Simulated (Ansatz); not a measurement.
# IrAu in the L11 ordering: lattice stability ahead of a resistivity run, part 2 of 2

The plan: relax IrAu in the L11 ordering, check its phonons, and, if the lattice is stable, compute its Eliashberg function and ρ(T).

Ansatz 0.2.0; DFT PBE, scalar-relativistic, plane waves, PAW.

So far. Step 2 (Relaxing cell and atoms): The largest force is now zero by symmetry and the largest stress component 0.013 GPa. Step 3 (Relaxing tightly for phonons): The largest force is now zero by symmetry and the largest stress component 4.2e-4 GPa, small enough for phonons. The relaxed cell has a = 2.830, c = 13.866 Å (conventional setting).

The structure was built from a prototype and need not be the compound's stable phase.

## Step 4: Lattice stability: q 2×2×2, k 6×6×6

Before any scattering is computed, the phonons show whether the structure is a minimum.

The input, input.yaml:

```yaml
crystal:
  lattice:
    - [4.0023306304, 2.0015366834, 2.0015366834]
    - [2.0015366834, 4.0023306304, 2.0015366834]
    - [2.0015366834, 2.0015366834, 4.0023306304]
  atoms:
    - { symbol: Au, position: [0.0, 0.0, 0.0] }
    - { symbol: Ir, position: [0.5, 0.5, 0.5] }
kpoints:
  mp_grid: { grid: [6, 6, 6] }
hamiltonian:
  xc: pbe
scf:
  occupations: { method: methfessel_paxton, width: 0.2 }
output:
  eigenvalues: true
phonons:
  method: dfpt
  qmesh: [2, 2, 2]
  temperatures: { t_max: 1000, t_step: 50 }
  qpath:
    path:
      - [[0.0, 0.0, 0.0], [0.5, 0.5, 0.5], [0.8125116, 0.1874884, 0.5]]
      - [[0.5, -0.1874884, 0.1874884], [0.5, 0.0, 0.0], [0.0, 0.0, 0.0], [0.3437442, -0.3437442, 0.0]]
      - [[0.6562558, 0.0, 0.3437442], [0.5, 0.0, 0.5], [0.0, 0.0, 0.0]]
    npoints: 10
```

On the command line:

```
ansatz run input.yaml --threads 4 --pin off --max-ram 8192MiB --backend cpu --events-out ev --progress --plain --runs-dir out
```

Numbers of over 12 decimals in the logs are rounded to 6 here.

What it wrote:

```text
[...]
Crystal: 2 atoms, lattice volume = 32.047 Å³
Basis set: ecut = 420 eV, 633 PW (Γ), exchange–correlation on 72×72×72 points (8 copies of the dense FFT grid, shifted against one another)
Bands: 22, of which v1, the nominal top of the filled ones, is band 18 counted from 1 (17 counted from 0)
Symmetry: 12 space group operations
k-points: 32 of 216
[...]
SCF iter   1: F=—  HF=-25083.859627 eV  |F-HF|=—  |Δ(HF+E_count)|=         —  Δρ=9.77e-3  dr2=5.04e-2  ethr=1.77e-3  ⟨swp⟩=4.2  Hψ=2578  notcnv=0
[...]
SCF iter   9: F=-25083.853486 eV  HF=-25083.853486 eV  |F-HF|=1.09e-11  |Δ(HF+E_count)|=  1.09e-11  S|Δr|=    0.00e0  Δρ=1.28e-7  dr2=4.39e-12  ethr=1.00e-12  ⟨swp⟩=4.3  Hψ=3090  notcnv=0
SCF 1 converged in 9 iterations: F = -25083.853486 eV  dr2 = 4.39e-12
[...]
SCF iter   1: F=—  HF=-25083.853486 eV  |F-HF|=—  |Δ(HF+E_count)|=         —  Δρ=2.16e-7  dr2=1.16e-11  ethr=3.15e-9  ⟨swp⟩=4.3  Hψ=5086  notcnv=0
eigensolver tolerance schedule: the retry pair's looser diagonalisation over-reported the residual by 97317.33 of it (diagonalisation noise at 0.11 of the residual, at the tolerance the schedule requests for it); recorded, not acted on — ethr = c·dr2/N_el stays at c = 1.0e-1
[...]
SCF iter   2: F=-25083.853486 eV  HF=-25083.853486 eV  |F-HF|=7.28e-12  |Δ(HF+E_count)|=  3.75e-10  S|Δr|=    0.00e0  Δρ=1.04e-7  dr2=2.16e-12  ethr=1.00e-12  ⟨swp⟩=3.1  Hψ=2707  notcnv=0
SCF 2 converged in 2 iterations: F = -25083.853486 eV  dr2 = 2.16e-12
phonons: the bands overlap, so this run is a metal and interpolates without the dipole-dipole term. If the crystal is really an insulator or semiconductor, its LO-TO splitting is missing
NSCF: frozen V_eff on 32 k-points
WARN: eigensolver did not converge (k=4): 1 band(s) unlocked after 20 sweeps at ethr=1.00e-12 eV (storage-precision floor; scheduled 1.00e-12 eV) (lowest unlocked band 21, counted from 0; max residual 3.62e-5 eV among the unlocked bands, 3.62e-5 eV over every band; other slots of this pass that fall short are told together in one closing line; warning suppressed until the next SCF loop or pass starts)
WARN: eigensolver did not converge in 2 slots of this pass, the one above among them; of largest residual over every band (k=28): 1 band(s) unlocked (lowest unlocked band 21, counted from 0; max residual 1.71e-2 eV among the unlocked bands, 1.71e-2 eV over every band); of lowest unlocked band (k=4): band 21
[...]
DFPT response loops at q = (0, 0, 0) (fractional): preconditioner auto → Kerker (q_TF=auto, 2.782 Å⁻¹) (partly filled bands, converged f_vac=0.000); β = 1.00, the filter's whole step (`scf.mixing.beta` (0.50) is not read by the response loops under this deck's `scf.mixing.preconditioner`; to damp them name `kerker` or `kerker_dos`, under which they read `scf.mixing.beta`, and type it under 1.00, their step now; both keys bind the ground state too); Broyden in place of MSR1
[...]
SCF converged after 9 iterations
Stability not checked: this state was not tested for a lower state beside it, because cold or Methfessel-Paxton smearing, or corrected tetrahedra, fill the levels in a way that the test cannot read (fill_not_monotonic; see scf.lower_state_search)
Free energy (F): -25083.853486 eV
[...]
Internal energy: -25083.846065 eV  (E = F + TS)
E sigma→0 (E₀):  -25083.851631 eV
Entropy (-TS):   -0.007421 eV (-3.711 meV/atom)
Fermi energy:    21.914821 eV
[...]
--- Band table (eV; the first three rows and the last of 32) ---
  k-point 0: bands = [... 14 lower, 18.1775, 20.0978, 20.0978, 21.3538, 22.2004, 22.2004, 27.0829, 35.8524]
  k-point 1: bands = [... 14 lower, 18.4488, 19.3437, 19.9523, 20.5960, 21.8914, 24.6364, 27.3239, 35.9913]
  k-point 2: bands = [... 14 lower, 18.7361, 19.2360, 20.8824, 21.2401, 22.0990, 25.7633, 29.9520, 30.8165]
  k-point 31: bands = [... 14 lower, 18.8969, 18.8969, 19.4351, 19.4351, 21.5580, 21.5580, 34.1271, 34.9376]
--- Phonons (Γ-DFPT): 2 representative perturbations + reference (Σ response iterations 6) ---
  ASR residual: 1.043e-4 → 0.000e0 eV/Å²; symmetrization residual: 2.853e-5 eV/Å²
  ASR residual per site (eV/Å²): 5.81e-5 1.04e-4
  Γ frequencies (cm⁻¹): 0.00 0.00 0.00 92.32 92.32 183.86
--- Phonons (arbitrary-q DFPT): 4 irreducible q on the 2×2×2 mesh ---
  q = [0.0000, 0.0000, 0.0000] (star 1, of the zone-centre solve; hermiticity 9.41e-6, symmetrization 4.81e-13): -0.00 -0.00 0.00 92.32 92.32 183.86
  q = [0.0000, 0.0000, -0.5000] (star 3, 4 solved perturbations in 360 linear systems a pass and spin channel, the states on 112 of 216 k-point pairs; hermiticity 2.96e-6, symmetrization 1.07e-13): -76.81 89.36 93.89 99.72 107.57 177.64
[...]
q = [-0.5000, -0.5000, -0.5000] (star 1, 2 solved perturbations on 68 of 216 k-point pairs; hermiticity 1.08e-12, symmetrization 2.05e-12): 44.77 44.77 65.63 65.63 117.56 129.85
  sum rule: each row above includes the acoustic sum rule's correction from the zone centre's row sums; it moved no ω² by more than (0.53 cm⁻¹)²
  mesh force constants: q→R imaginary residual 2.13e-17; ASR residual 1.043e-4 → 0.000e0 eV/Å²; symmetrization residual 5.329e-15 eV/Å²
  interpolated dispersion: 73 rows × 6 modes
  density of states and harmonic sums: on the 26×26×26 q-mesh, interpolated from the force constants of a 2×2×2 supercell (no non-analytic term)
  largest difference from the sums on the solved wave vectors: F 4.95e-2 eV, S 6.16e-5 and C_V 1.30e-5 eV/K
  zero-point energy: 0.033878 eV/cell   skipped modes (ω ≤ 0): 1594, of them read as no rigid motion or as one in doubt: 1591 (9.832e-1 modes/cell left out, lowest -113.79 cm⁻¹)   left out of the sums: 1.64e-1 of the cell's modes: C_V's classical limit lies that fraction below 3 k_B per atom; for a crystal, a wire or a layer, F and S can be off by more, and a phonons.interpolated_qmesh denser along its periods is the remedy for the sampling
```

The job ended after 39 s (4 threads of Intel Xeon Platinum 8259CL at 2.50GHz (Skylake/Cascade Lake), shared host; peak memory 0.7 GiB).

In the SCF lines HF is the Harris–Foulkes energy and dr2 the Hartree energy of the density residual, in eV; the loop may stop once dr2 is under the threshold and the program's other checks hold. Hψ counts applications of the Hamiltonian.

Numbers from this step:

| Quantity | Value |
| --- | --- |
| share of imaginary modes in the plain interpolation between solved wavevectors | 0.1635 |
| highest frequency, solved or plainly interpolated | 191.4 cm⁻¹ |

Solved on the 2×2×2 mesh alone; all other wavevectors are interpolated. Phonon branches along the path, in cm⁻¹:

```
     point  branch 1  branch 2  branch 3  branch 4  branch 5  branch 6
         Γ         0         0         0        92        92       184
         T        45        45        66        66       118       130
        H2       -77        43        95       125       147       168
jump to H0       -77        43        95       125       147       168
         L       -77        89        94       100       108       178
         Γ         0         0         0        92        92       184
        S0       -72        39        92       126       149       166
jump to S2       -72        39        92       126       149       166
         F      -114        73        95       117       141       191
         Γ         0         0         0        92        92       184
```

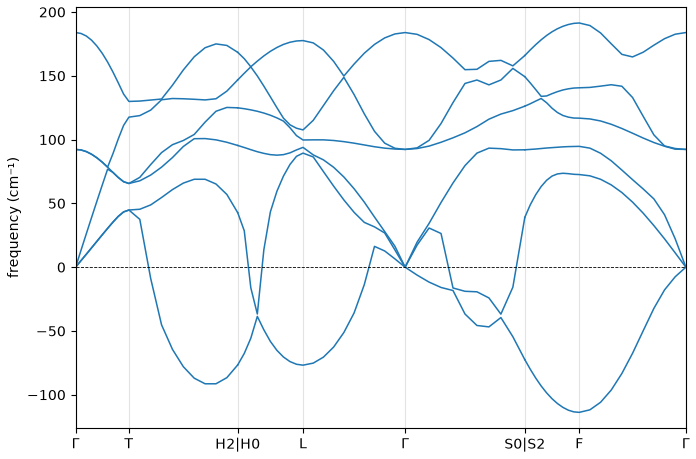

Phonon branches along the path.

Lowest modes at the softest wavevector of the mesh. The modes at q = (0.500, 0.000, 0.500) (shares of kinetic energy by element, %) (negative means imaginary):

```
mode  frequency (cm⁻¹)  Au %  Ir %
   1            -113.8    16    84
   2              72.6    44    56
   3              94.7    30    70
   4             116.8    56    44
   5             140.6    71    29
   6             191.4    83    17
```

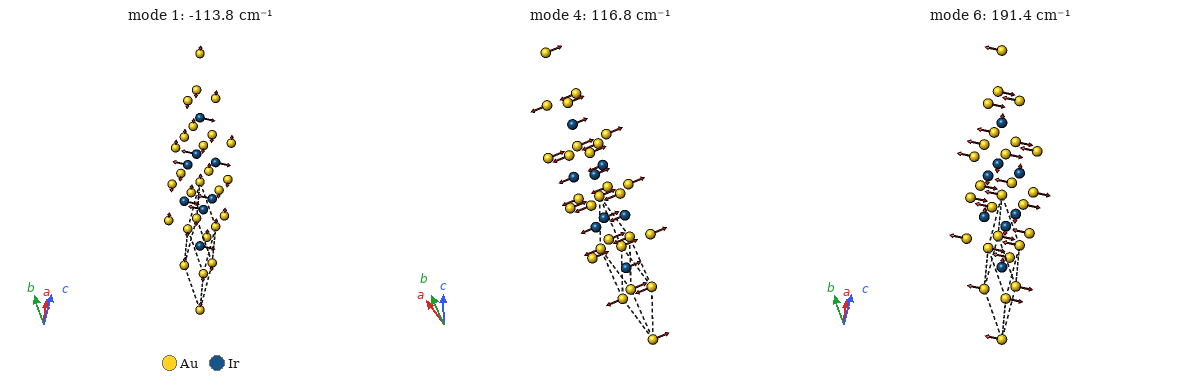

Displacement patterns of modes 1, 4 and 6 at q = (0.500, 0.000, 0.500); arrows are exaggerated. 2×2×2 cells are drawn. The axes are those of the cell as run, not the conventional ones. Some periodic images of atoms are drawn too.

Among the solved wavevectors the lowest mode, translations apart, is -114 cm⁻¹, imaginary.

## Step 5: Phonons by linear response: q 3×3×3, k 9×9×9

An imaginary mode on so few k-points may come from the sampling, so the phonons are repeated with another q and k mesh.

input.yaml: that of step 4 with these lines changed.

```diff
@@ -9,3 +9,3 @@
 kpoints:
-  mp_grid: { grid: [6, 6, 6] }
+  mp_grid: { grid: [9, 9, 9] }
 hamiltonian:
@@ -18,3 +18,3 @@
   method: dfpt
-  qmesh: [2, 2, 2]
+  qmesh: [3, 3, 3]
   temperatures: { t_max: 1000, t_step: 50 }
```

What it wrote:

```text
[...]
Crystal: 2 atoms, lattice volume = 32.047 Å³
Basis set: ecut = 420 eV, 633 PW (Γ), exchange–correlation on 72×72×72 points (8 copies of the dense FFT grid, shifted against one another)
Bands: 22, of which v1, the nominal top of the filled ones, is band 18 counted from 1 (17 counted from 0)
Symmetry: 12 space group operations
k-points: 85 of 729
[...]
SCF iter   1: F=—  HF=-25083.871647 eV  |F-HF|=—  |Δ(HF+E_count)|=         —  Δρ=5.85e-3  dr2=1.76e-2  ethr=1.77e-3  ⟨swp⟩=4.2  Hψ=6842  notcnv=0
[...]
SCF iter   9: F=-25083.870242 eV  HF=-25083.870242 eV  |F-HF|=3.64e-12  |Δ(HF+E_count)|=    0.00e0  S|Δr|=    0.00e0  Δρ=1.07e-7  dr2=2.03e-12  ethr=1.00e-12  ⟨swp⟩=5.1  Hψ=7793  notcnv=0
SCF 1 converged in 9 iterations: F = -25083.870242 eV  dr2 = 2.03e-12
[...]
SCF iter   2: F=-25083.870242 eV  HF=-25083.870242 eV  |F-HF|=1.09e-11  |Δ(HF+E_count)|=   4.31e-7  S|Δr|=    0.00e0  Δρ=8.23e-8  dr2=1.07e-12  ethr=1.00e-12  ⟨swp⟩=5.6  Hψ=6974  notcnv=0
SCF 2 converged in 2 iterations: F = -25083.870242 eV  dr2 = 1.07e-12
[...]
SCF converged after 9 iterations
[...]
Free energy (F): -25083.870242 eV
[...]
Internal energy: -25083.868323 eV  (E = F + TS)
E sigma→0 (E₀):  -25083.869762 eV
Entropy (-TS):   -0.001919 eV (-0.960 meV/atom)
Fermi energy:    21.959459 eV
[...]
--- Band table (eV; the first three rows and the last of 85) ---
  k-point 0: bands = [... 14 lower, 18.1784, 20.1214, 20.1214, 21.3546, 22.2253, 22.2253, 27.0828, 35.8593]
  k-point 1: bands = [... 14 lower, 18.3320, 19.7149, 20.3379, 20.3559, 22.0801, 23.7724, 27.1063, 36.3821]
  k-point 2: bands = [... 14 lower, 18.4153, 19.2038, 19.8287, 21.0439, 21.7163, 25.1953, 27.9849, 34.3331]
  k-point 84: bands = [... 14 lower, 18.7416, 19.3009, 19.6903, 19.8141, 21.6052, 21.7780, 34.2910, 35.2379]
[...]
ASR residual: 7.599e-5 → 0.000e0 eV/Å²; symmetrization residual: 2.922e-5 eV/Å²
  ASR residual per site (eV/Å²): 3.91e-5 7.60e-5
  Γ frequencies (cm⁻¹): 0.00 0.00 0.00 91.24 91.24 185.91
--- Phonons (arbitrary-q DFPT): 6 irreducible q on the 3×3×3 mesh ---
[...]
interpolated dispersion: 73 rows × 6 modes
[...]
```

It took 6 min on 4 threads; peak memory 1.6 GiB.

This step gave:

```
share of imaginary modes in the plain interpolation between solved wavevectors : 0.0454
highest frequency, solved or plainly interpolated                              : 189.7 cm⁻¹
```

Solved on the 3×3×3 mesh alone; all other wavevectors are interpolated. Phonon branches along the path, in cm⁻¹:

```
     point  branch 1  branch 2  branch 3  branch 4  branch 5  branch 6
         Γ         0         0         0        91        91       186
         T        46        46        64        64       120       133
        H2       -69       -44       101       121       145       165
jump to H0       -69       -44       101       121       145       165
         L        57        92        98       104       109       176
         Γ         0         0         0        91        91       186
        S0       -70       -46       100       122       147       162
jump to S2       -70       -46       100       122       147       162
         F        29        55       102       110       151       190
         Γ         0         0         0        91        91       186
```

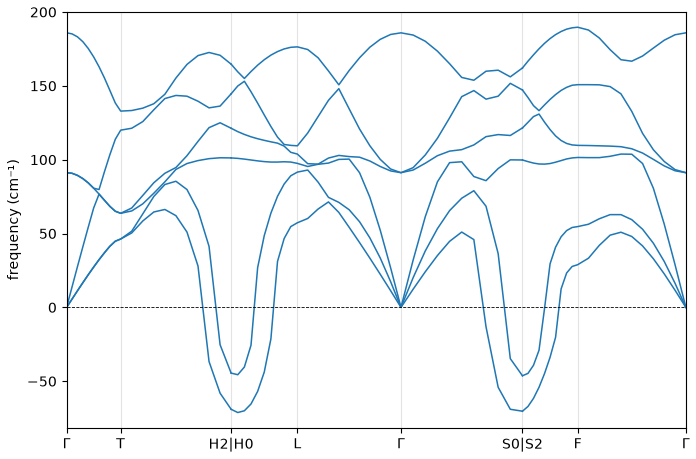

Phonon branches along the path.

Lowest modes at the softest wavevector of the mesh. The modes at q = (0.333, 0.000, -0.333) (shares of kinetic energy by element, %) (negative means imaginary):

```
mode  frequency (cm⁻¹)  Au %  Ir %
   1             -71.2    14    86
   2             -45.2     1    99
   3             100.3    19    81
   4             119.4    84    16
   5             150.3    99     1
   6             158.9    83    17
```

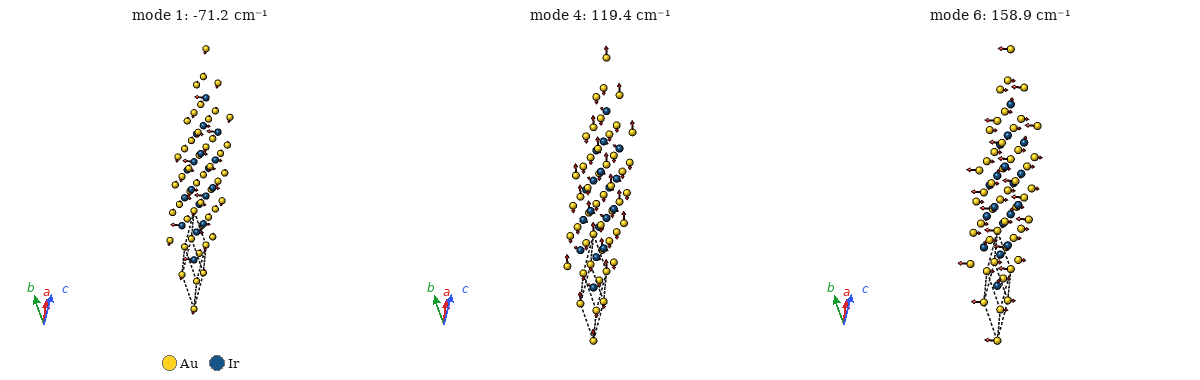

Displacement patterns of modes 1, 4 and 6 at q = (0.333, 0.000, -0.333); arrows are exaggerated. 3×2×3 cells are drawn. The axes are those of the cell as run, not the conventional ones. Some periodic images of atoms are drawn too.

The modes has structure finer than the step of the table below, so its rows give means over 20 cm⁻¹, whole bins alone (the curve runs from -81.2 to 205 cm⁻¹). Peaks (cm⁻¹: height): Au 64.5: 0.0165, 109.5: 0.0328, 140.1: 0.0361, 167.1: 0.0307; Ir 64.5: 0.0291, 98.7: 0.0781, 141.9: 0.0147.

Phonopy on the run's constants, 21x21x21 mesh, Gaussian sigma 2.0 cm⁻¹. Modes against wavenumber; means over each step; values in 1/cm⁻¹/cell:

```
wavenumber (cm⁻¹)       Au       Ir
              -60   6.2e-4  0.00337
              -40   7.7e-4  0.00505
              -20   5.1e-4  0.00261
                0   1.9e-4   9.4e-4
               20  0.00185  0.00509
               40  0.00706   0.0139
               60   0.0148   0.0278
               80   0.0102   0.0182
              100   0.0264   0.0446
              120   0.0231  0.00556
              140   0.0268   0.0110
              160   0.0214  0.00777
              180   0.0162  0.00371
```

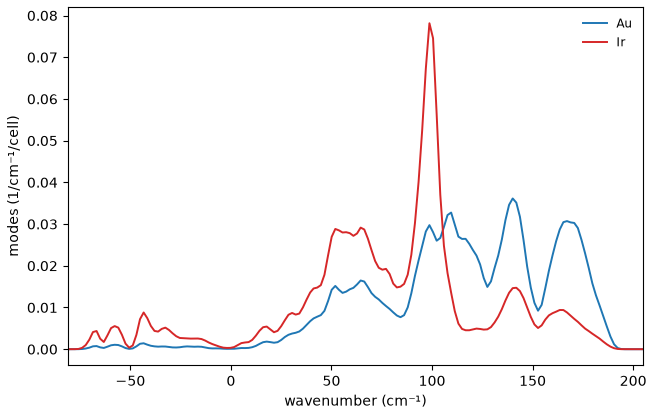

Modes against wavenumber.

No LO-TO term; unit eigenvectors of the mass-weighted matrix. The modes at Γ (shares of kinetic energy by element, %):

```
mode  frequency (cm⁻¹)  symmetry  Au %  Ir %
   1               0.0   unnamed    51    49
   2               0.0   unnamed    51    49
   3               0.0   unnamed    51    49
   4              91.2        Eu    49    51
   5              91.2        Eu    49    51
   6             185.9       A2u    49    51
```

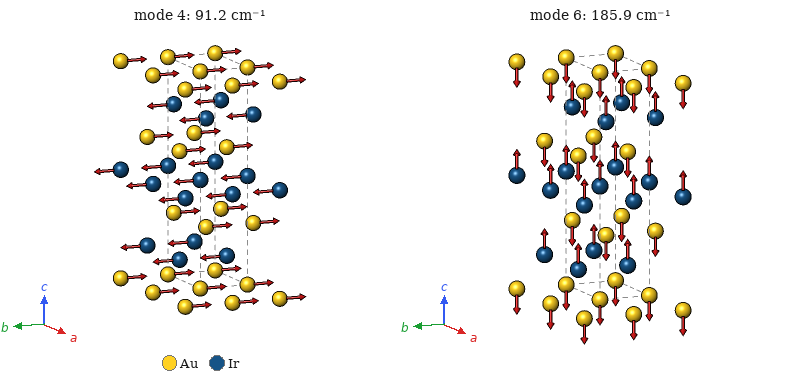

Displacement patterns of modes 4 and 6 at Γ; arrows are exaggerated. 2×2×1 conventional cells are drawn. Some periodic images of atoms are drawn too.

Among the solved wavevectors the lowest mode, translations apart, is -71.2 cm⁻¹, imaginary.

## Step 6: Summary of results

```yaml
phonon_run_of_the_rows_without_a_label_of_their_own: PBE, q 3×3×3, k 9×9×9
softest_mode_on_the_q_mesh: -71.2 cm⁻¹ at q = (0.333, 0, -0.333)
highest_frequency_solved_or_plainly_interpolated: 190 cm⁻¹
```

In words: The lattice is dynamically unstable at this level: a mode at q = (0.333, 0, -0.333) is imaginary, 71.2i cm⁻¹, so no harmonic coupling constant or resistivity is defined for this structure. These meshes are coarse, and single modes of a metal can move by tens of cm⁻¹ with the k mesh. The coarser mesh found an imaginary mode at another wavevector, which this mesh lacks. Spin–orbit coupling, left out here, matters for Au and Ir. The structure was built by hand as an ordered model, and its stability against other phases was not tested.

[Logs are printed without paths, hosts, clocks, repeated set-up lines and the standing remarks that a program may print on its own settings, such as how far it seeks lower states.]

[Hosts, paths, dates, database ids (printed as entryN), source tags and the programs' standing remarks are cut or masked in the printed files.]
